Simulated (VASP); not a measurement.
Band structure of FePt (L1_0). Level of theory: MS2 meta-GGA, VASP's PBE PAW potentials (set 64) (plane waves; VASP 6.6.1).

Unless said otherwise, spin-orbit coupling is left out, though it shifts the bands of the heavy elements here.

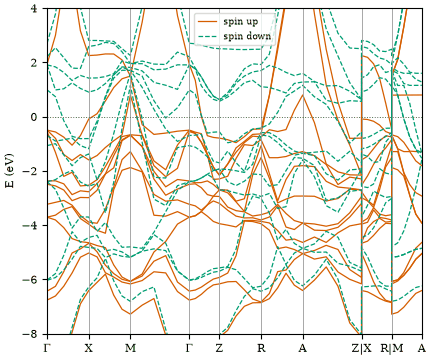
*Bands along high-symmetry lines, zero at the valence-band maximum or, without a gap, the Fermi level*

Task: Read the plot: is there a gap, and where are the band edges?

Result: It has no gap at this level: it comes out as a metal or semimetal.

The compound is FePt in the L1_0 structure. It was relaxed first.
